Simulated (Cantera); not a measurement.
A closed system holds: 1 mol FeS, 4.6 mol SO3, 1.2 mol O2, equilibrated at 458 Torr.

Equilibrium computed with Cantera from the NASA thermochemical tables; the gas is ideal and each condensed phase is pure. Candidate condensed phases: Fe, FeO, FeS, FeSO4, FeS2, Fe2O3, Fe2(SO4)3, Fe3O4, S; 12 gas species. Equilibrium is a limit: real reactors are often held back by kinetics, nucleation or transport.

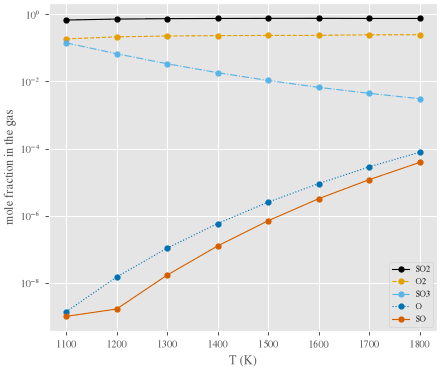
Fig. 1. Equilibrium gas composition (values under 1e-9 drawn at 1e-9)

Read off the mole fractions at 1600 K.

SO2 about 0.76, O2 about 0.24, SO3 about 0.0067, O about 9.0e-6, SO about 3.2e-6.
